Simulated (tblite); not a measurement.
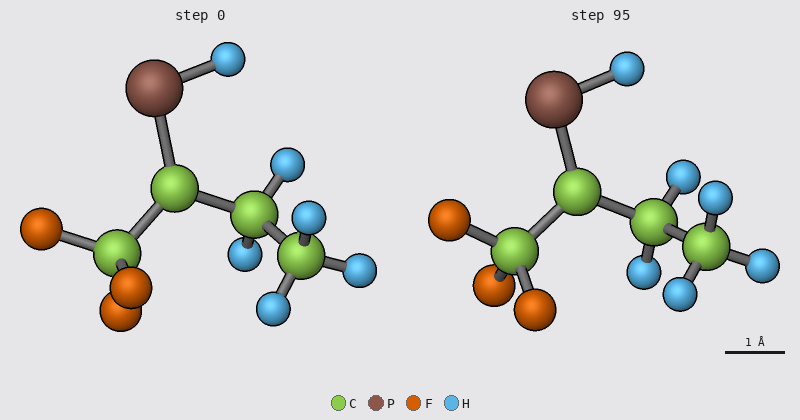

The structure of C$_{4}$H$_{6}$F$_{3}$P before (left) and after (right) a relaxation, at one scale.

A ball-and-stick model, seen at a tilt.

The calculation used GFN2-xTB geometry optimisation, gas phase in tblite 0.8.0. 

Question: Summarise the run.

Answer: The atom that moves furthest after the best rigid fit is an F atom (0.72 Å). By element the largest moves are F 0.72 Å, H 0.42 Å, C 0.20 Å, P 0.20 Å. Some distances before and after: C–P 1.783 → 1.680 Å, C–C 1.529 → 1.499 Å, C–C 1.517 → 1.491 Å, C–F 1.366 → 1.344 Å. Bond angles that change, for instance: P–C–C 123.4° → 116.4°, C–C–P 121.3° → 127.8°, H–C–H 105.9° → 108.4°. Groups turn about C–C by about 25°. After 95 geometry steps the energy has fallen by 32.8 kJ/mol.
